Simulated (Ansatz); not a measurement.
**Ligand exchange: C3H4BF + TiF4 → C2HBF2 + Ti(CH3)F3**

Species: C3H4BF `C#CB(C)F`, singlet; TiF4 `[F][Ti]([F])([F])[F]`, singlet; C2HBF2 `C#CB(F)F`, singlet; Ti(CH3)F3, singlet. The partners trade CH3 for F: B–CH3 and Ti–F bonds give way to B–F and Ti–CH3.

Shapes, held fixed at every level: PBE0-D4/def2-TZVP. Programs: Ansatz 0.2.0. The zero-point and thermal change to 298 K, harmonic and unscaled (PBE0-D4/def2-TZVP), is -2.6 kJ/mol.

| level | kind | ΔH(298 K) (kJ/mol) | less CCSD(T)/def2-TZVPP |
| --- | --- | --- | --- |
| HF/def2-SVP | Hartree–Fock | +25.3 | -16.6 |
| HF/def2-TZVPP | Hartree–Fock | +33.9 | -8.0 |
| SPW92/def2-TZVPP | LDA | +54.9 | +13.0 |
| r2SCAN-D4/def2-TZVPP | meta-GGA | +54.0 | +12.1 |
| PBE0-D4/def2-TZVPP | global hybrid | +48.3 | +6.4 |
| B2PLYP/def2-TZVPP | double hybrid | +49.1 | +7.2 |
| CCSD/def2-TZVPP | coupled cluster or CI | +36.7 | -5.2 |
| CCSD(T)/def2-TZVPP | coupled cluster or CI | +41.9 | 0.0 |

The highest level, CCSD(T)/def2-TZVPP, gives ΔH(298 K) = +41.9 kJ/mol; the levels span +25.3 to +54.9. The column of differences is taken from that level and isn't an error. No measured value is set beside it here. Outer-core shells of Ti are correlated, in sets that cover them unevenly.

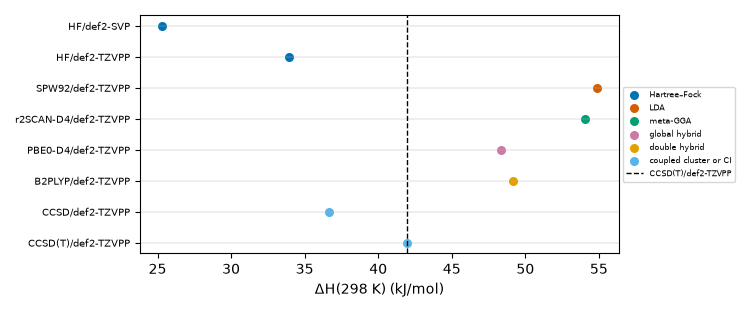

The values of the table, level by level.
